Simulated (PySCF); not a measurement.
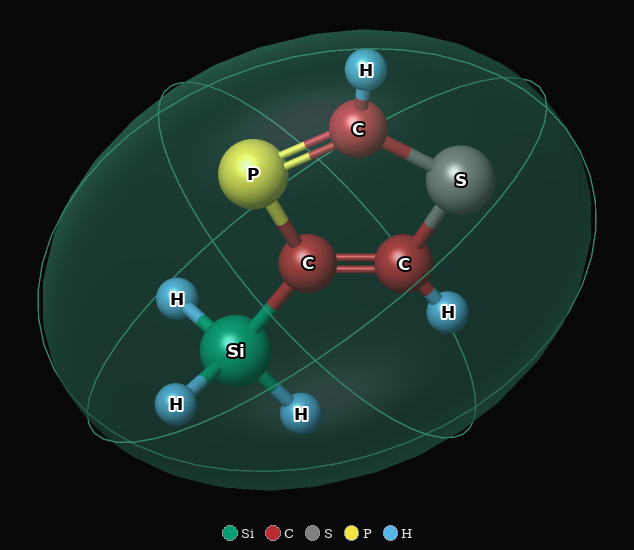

The ellipsoid shows the static dipole polarisability: its half-axes are proportional to the principal values. Computed geometry: GFN2-xTB optimisation. No frequency run is at hand to confirm it as a minimum. Level of theory: PBE0/def2-SVPD (PySCF 2.14.0).

**How large and how anisotropic is the polarisability?**

Principal values 70.7, 106.7, 131.8 bohr³; mean 103.1 bohr³ (15.27 Å³); anisotropy 53.2 bohr³, so the longest axis is 1.86 times the shortest.

The geometry is semi-empirical. Around P, Si such bond lengths and angles can be off by a tenth of an ångström or more and by several degrees, and values that hang on the shape move with them.
